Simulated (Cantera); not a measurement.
Input: 1 mol B, 3.7 mol O2, 3.3 mol H2, at 1873 K.

These are equilibrium values from Cantera (NASA tables, ideal gas, pure condensed phases), not measurements of a reactor. Candidate condensed phases: B, B2O3, B3O3H3, H2O; 23 gas species. The numbers say what is thermodynamically allowed, not how fast it happens.

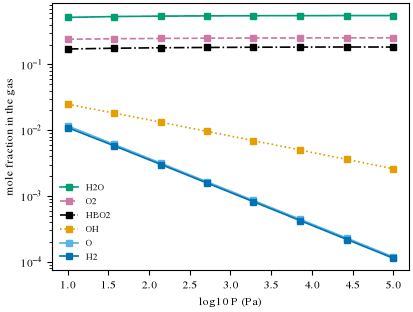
Figure. Equilibrium gas composition (values under 1e-9 drawn at 1e-9)

**Question.** Read off the mole fractions at 140 Pa.

**Answer.** H2O about 0.54, O2 about 0.25, HBO2 about 0.18, OH about 0.013, O about 0.0031, H2 about 0.0030.
